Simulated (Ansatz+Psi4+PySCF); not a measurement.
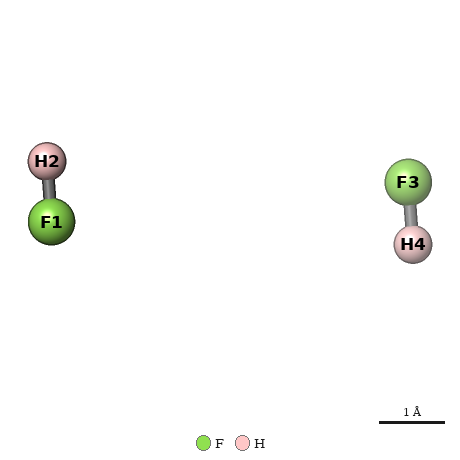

Source: calculation with Ansatz+Psi4+PySCF.

Orthographic view. Depth is shown by fading: the farther an atom, the more it takes the colour of the background. State: charge +1, doublet. Geometry: a fixed input geometry, not necessarily a minimum.

Give the distance matrix in Å.

```tsv
atom	F1	H2	F3	H4
F1	0.00			
H2	0.93	0.00		
F3	6.00	6.05	0.00	
H4	6.05	6.24	0.96	0.00
```
